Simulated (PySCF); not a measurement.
C3H12B3N3Si (SMILES C=CB1NB[SiH2]N(C)BN1)

The calculation's input:

```
{"job": {"kind": "nmr", "xc": "PBE0", "basis": "pcSseg-1"}, "charge": 0, "multiplicity": 1}
C      3.843446     0.155251    -1.255373
C      2.802159     0.846842    -0.806885
B      1.392948     0.278560    -0.376054
N      1.287448    -1.143859    -0.167719
B      0.244923    -1.985791     0.208612
Si    -1.567646    -1.422112     0.613133
N     -1.904768     0.296871     0.464978
C     -3.281735     0.628921     0.776031
B     -1.033481     1.331948     0.105884
N      0.361546     1.228749    -0.230302
H      4.774328     0.620455    -1.543308
H      3.819473    -0.918197    -1.372315
H      2.932926     1.924620    -0.747041
H      2.174654    -1.601192    -0.333623
H      0.503573    -3.136473     0.284307
H     -2.035896    -1.742744     1.992425
H     -2.627150    -2.050144    -0.228677
H     -3.959431     0.095613     0.106908
H     -3.457935     1.697259     0.673159
H     -3.520133     0.331240     1.798879
H     -1.471526     2.429365     0.071451
H      0.711868     2.154205    -0.436103
```

Command:

```sh
OMP_NUM_THREADS=1 python probes_run.py task.json out
```

Geometry: GFN2-xTB.

Method: PBE0/pcSseg-1, SCF density, gas phase, non-relativistic (PySCF 2.14.0).

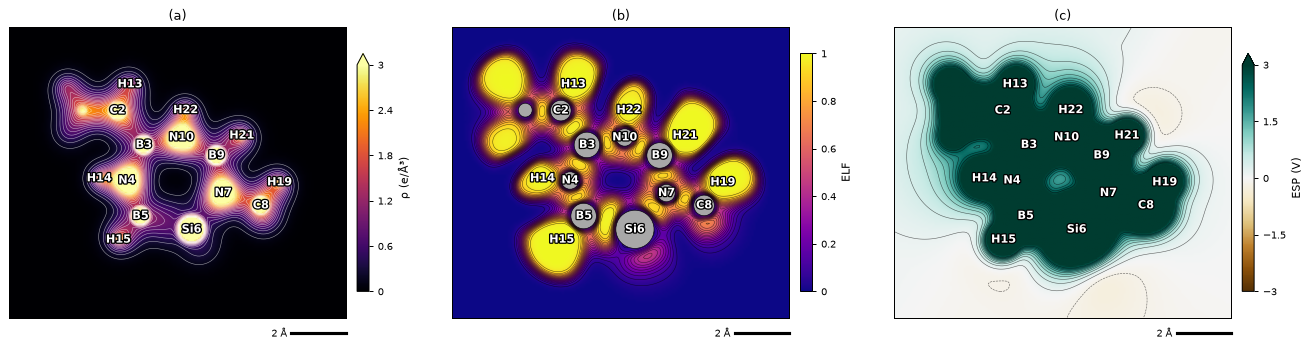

Figure 1. (a) total electron density; (b) electron localisation function; (c) electrostatic potential on the plane of atoms B9, N10 and H22. Grey discs cover the atomic cores in the ELF map.

Interpret the plot.

Answer. The plane passes through C, B, N, Si and H nuclei.
B–N (1.39 Å): ρ at the midpoint is about 2 e/Å³; the ELF peaks at about 0.95 between the atoms (a short, strongly polar bond).
C–N (1.45 Å): ρ is about 1.9 e/Å³ halfway; the ELF peaks at about 0.90 between the atoms, as expected for a covalent bond.
C–B (1.58 Å): ρ is about 1.4 e/Å³ halfway; the ELF peaks at about 1 between the atoms: localised, covalent bonding.
Si–N (1.76 Å): the density is about 1 e/Å³ at the midpoint; the ELF peaks at about 0.90 between the atoms; a shared but strongly polarised pair.
Si–B (1.94 Å): the density is about 0.88 e/Å³ at the midpoint; the ELF peaks at about 1 between the atoms, as expected for a covalent bond.
The potential has no marked negative region in this plane.

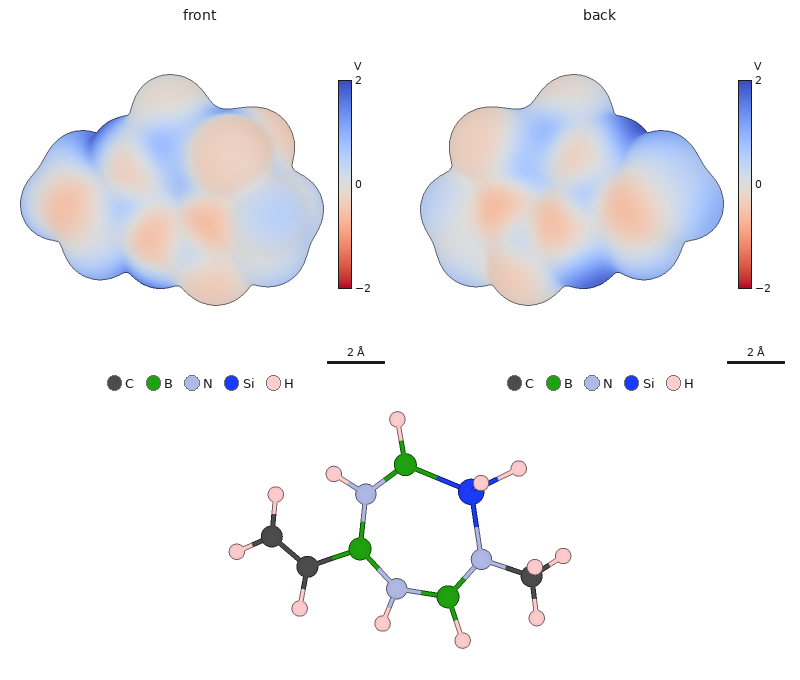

Figure 2. The molecular electrostatic potential painted on the density surface at 0.002 e/bohr³, seen from the front and from behind; the colour scale runs from red (negative) to blue (positive). The bare structure is drawn below in the same view.

Where is the surface potential most negative and most positive?

Answer. The most negative region (about −0.6 V) lies over C1, C2, N7 and N10, the most positive (about +1.7 V) over H14 and H22.
